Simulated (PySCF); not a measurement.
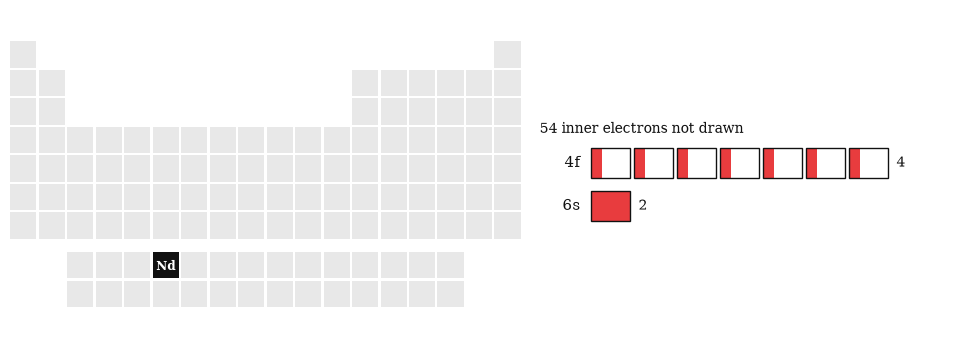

*Left, the place of neodymium in the periodic table; right, the outer shells of the nominal configuration: a box for each of the 2l + 1 orbitals, shaded by the share of the shell that is filled, with the electron count at the right.*

# Run report: Nd, atomic calculation

Nd, configuration 1s2 2s2 2p6 3s2 3p6 3d10 4s2 4p6 4d10 4f4 5s2 5p6 6s2, multiplicity 5. Computed at this level: unrestricted r2SCAN, x2c-TZVPPall, spin-free X2C-1e, Gaussian nucleus (PySCF).

## The input
```python
from pyscf import gto, scf, dft, mp, cc
import basis_set_exchange as bse
mol = gto.M(atom="Nd 0 0 0", charge=0, spin=4, symmetry="D2h",
            basis=gto.basis.parse(bse.get_basis("x2c-TZVPPall", elements=["Nd"], fmt="nwchem")),
            nucmod="G")
mf = dft.UKS(mol, xc="R2SCAN").sfx2c1e()
mf.irrep_nelec = {'Ag': (10, 10), 'B1g': (2, 2), 'B2g': (2, 2), 'B3g': (2, 2), 'Au': (1, 0), 'B1u': (6, 4), 'B2u': (5, 4), 'B3u': (4, 4)}
mf.kernel()
```

The script is an equivalent of what the driver set up; the driver started from orbitals of its own, so the log can be shorter than this script's would be, and it computed the properties (radii, ⟨L²⟩, response) afterwards. It held the occupations shell by shell, which the script's counts by irreducible representation don't always enforce.

Hardware: 1 CPU thread, shared host.

## Output (extracts)
```
damping factor = 0
level_shift factor = 0
DIIS = <class 'pyscf.scf.diis.CDIIS'>
diis_start_cycle = 1
diis_space = 10
diis_damp = 0
SCF conv_tol = 1e-09
SCF conv_tol_grad = None
number electrons alpha = 32  beta = 28
XC functionals = R2SCAN
    J. W. Furness, A. D. Kaplan, J. Ning, J. P. Perdew, and J. Sun.,  J. Phys. Chem. Lett. 11, 8208-8215 (2020)
    J. W. Furness, A. D. Kaplan, J. Ning, J. P. Perdew, and J. Sun.,  J. Phys. Chem. Lett. 11, 9248-9248 (2020)
    J. W. Furness, A. D. Kaplan, J. Ning, J. P. Perdew, and J. Sun.,  J. Phys. Chem. Lett. 11, 8208-8215 (2020)
    J. W. Furness, A. D. Kaplan, J. Ning, J. P. Perdew, and J. Sun.,  J. Phys. Chem. Lett. 11, 9248-9248 (2020)
cycle= 1 E= -9623.26489015239  delta_E= -0.0185  |g|= 0.127  |ddm|= 0.472
cycle= 2 E= -9623.26281186287  delta_E= 0.00208  |g|= 0.176  |ddm|= 0.213
cycle= 3 E= -9623.26696347191  delta_E= -0.00415  |g|= 0.0049  |ddm|= 0.125
cycle= 4 E= -9623.26697074765  delta_E= -7.28e-06  |g|= 0.000835  |ddm|= 0.0154
cycle= 5 E= -9623.26697205686  delta_E= -1.31e-06  |g|= 0.000321  |ddm|= 0.00639
cycle= 6 E= -9623.26697308846  delta_E= -1.03e-06  |g|= 0.000247  |ddm|= 0.00444
cycle= 7 E= -9623.26697416323  delta_E= -1.07e-06  |g|= 0.000244  |ddm|= 0.00375
cycle= 8 E= -9623.26697485145  delta_E= -6.88e-07  |g|= 0.000245  |ddm|= 0.00228
cycle= 9 E= -9623.26695911913  delta_E= 1.57e-05  |g|= 0.000307  |ddm|= 0.055
cycle= 10 E= -9623.26695203542  delta_E= 7.08e-06  |g|= 0.000424  |ddm|= 0.0251
cycle= 11 E= -9623.26695224285  delta_E= -2.07e-07  |g|= 0.000597  |ddm|= 0.00194
cycle= 12 E= -9623.26699358226  delta_E= -4.13e-05  |g|= 0.00122  |ddm|= 0.15
cycle= 13 E= -9623.2669729325  delta_E= 2.06e-05  |g|= 0.000783  |ddm|= 0.0751
cycle= 14 E= -9623.26696139055  delta_E= 1.15e-05  |g|= 0.0021  |ddm|= 0.0281
cycle= 15 E= -9623.26696157045  delta_E= -1.8e-07  |g|= 0.00266  |ddm|= 0.00915
cycle= 16 E= -9623.26698432595  delta_E= -2.28e-05  |g|= 0.00153  |ddm|= 0.0631
cycle= 17 E= -9623.26698161755  delta_E= 2.71e-06  |g|= 0.00161  |ddm|= 0.00855
cycle= 18 E= -9623.26698761865  delta_E= -6e-06  |g|= 0.0016  |ddm|= 0.0207
cycle= 19 E= -9623.26699384652  delta_E= -6.23e-06  |g|= 0.000966  |ddm|= 0.0191
cycle= 20 E= -9623.26698613615  delta_E= 7.71e-06  |g|= 0.00152  |ddm|= 0.0291
cycle= 21 E= -9623.26700357865  delta_E= -1.74e-05  |g|= 0.000515  |ddm|= 0.109
cycle= 22 E= -9623.26700185014  delta_E= 1.73e-06  |g|= 0.000889  |ddm|= 0.0193
cycle= 23 E= -9623.26699904375  delta_E= 2.81e-06  |g|= 0.000634  |ddm|= 0.0779
cycle= 24 E= -9623.26700339296  delta_E= -4.35e-06  |g|= 0.000558  |ddm|= 0.058
cycle= 25 E= -9623.26699932385  delta_E= 4.07e-06  |g|= 0.0011  |ddm|= 0.0348
cycle= 26 E= -9623.26700393709  delta_E= -4.61e-06  |g|= 0.000191  |ddm|= 0.0377
cycle= 27 E= -9623.26700385293  delta_E= 8.42e-08  |g|= 6.92e-05  |ddm|= 0.0105
cycle= 28 E= -9623.26700392041  delta_E= -6.75e-08  |g|= 6.5e-05  |ddm|= 0.00266
cycle= 29 E= -9623.26700398276  delta_E= -6.23e-08  |g|= 4.37e-06  |ddm|= 0.00514
cycle= 30 E= -9623.2670039834  delta_E= -6.48e-10  |g|= 2.96e-06  |ddm|= 0.000371
converged SCF energy = -9623.2670039834  <S^2> = 6.0472553  2S+1 = 5.0188665
```

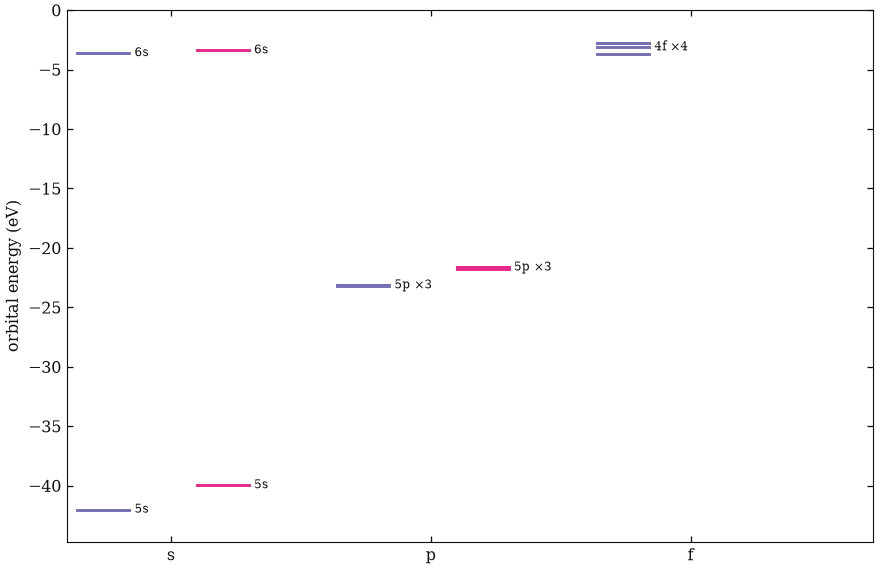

*Orbital energies of the mean field, from the top down to −42.0 eV, by angular momentum, α spin at the left of each column and β at the right; ×n counts the orbitals under one label.*

The highest filled orbital is 4f α at −2.73 eV, the lowest empty one d α at −1.95 eV.

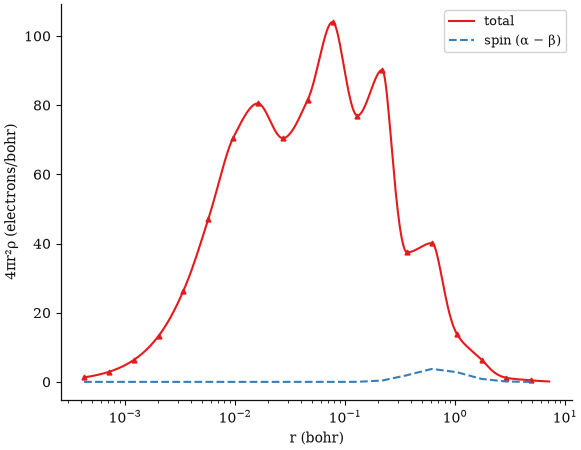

*Spherically averaged radial density 4πr²ρ of the mean field and its spin part; markers are the stored points, which are sparse, and the line is a monotone interpolation between them.*

The largest stored value is 104 electrons/bohr at r = 0.077 bohr. Root-mean-square radii of the shells: 4p 0.686, 4d 0.764, 4f 1.23, 5s 1.58, 5p 1.85, 6s 4.87 bohr.

## Summary

```tsv
quantity	value
outcome	converged
total energy	−9623.2670 hartree
⟨S²⟩	6.047
⟨L²⟩	34.12
SCF iterations	30
CPU time	41 s (integrals apart)
```

## Notes

Radii and densities are those of the two-component orbitals, without the picture-change correction, so the innermost s shells come out slightly too small (about 1 % for 1s near Z = 40, more for heavier atoms). ⟨L²⟩ departs from that of the intended term, so the determinant mixes terms.
